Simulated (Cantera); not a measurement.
Charge: 1 mol CO₂, a varied amount of O₂, at 3375 K and 1.70e7 Pa.

Cantera equilibrium calculation (NASA polynomials, part measured and part estimated; ideal gas, pure solids and liquids). Candidate condensed phases: C; 12 gas species. The ideal-gas law is rough above about 30 bar. Equilibrium is a limit: real reactors are often held back by kinetics, nucleation or transport.

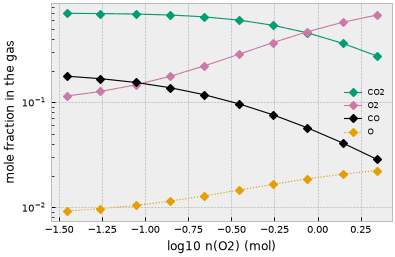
Figure. Equilibrium gas composition (values under 1e-9 drawn at 1e-9)

**Question.** Read off the mole fractions at 0.088 mol O₂.

**Answer.** CO₂ about 0.69, CO about 0.15, O₂ about 0.15, O about 0.010.
